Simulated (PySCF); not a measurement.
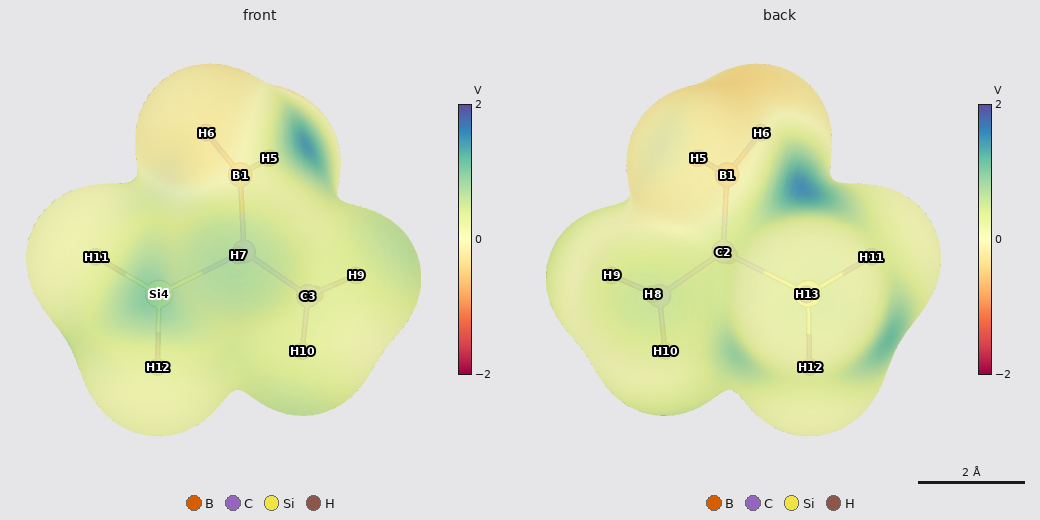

Figure. C₂H₉BSi (SMILES B[C@H](C)[SiH3]). The molecular electrostatic potential painted on the density surface at 0.002 e/bohr³, seen from the front and from behind; red is negative and blue positive.

Geometry: GFN2-xTB.

Theory: PBE0/pcSseg-1, SCF density, gas phase, non-relativistic (PySCF).

```xyz
13

B    -0.4231    1.5756   -0.2383
C    -0.2954    0.0519   -0.4575
C    -1.2114   -0.8561    0.3653
Si    1.5403   -0.3104    0.0114
H    -0.8277    1.9988    0.7760
H    -0.0691    2.3211   -1.0699
H    -0.3754   -0.2341   -1.5108
H    -1.1460   -0.6141    1.4238
H    -2.2480   -0.7263    0.0556
H    -0.9553   -1.9081    0.2389
H     2.4667    0.4576   -0.8211
H     1.7546   -1.7441   -0.2155
H     1.7855   -0.0114    1.4244
```

Question: Describe the electrostatic potential map.

Answer: The most negative region (about −0.4 V) lies over H5, the most positive (about +1.5 V) over B1 and Si4.

Question: How polar is the molecule by this calculation?

Answer: Its dipole moment is 0.82 D.
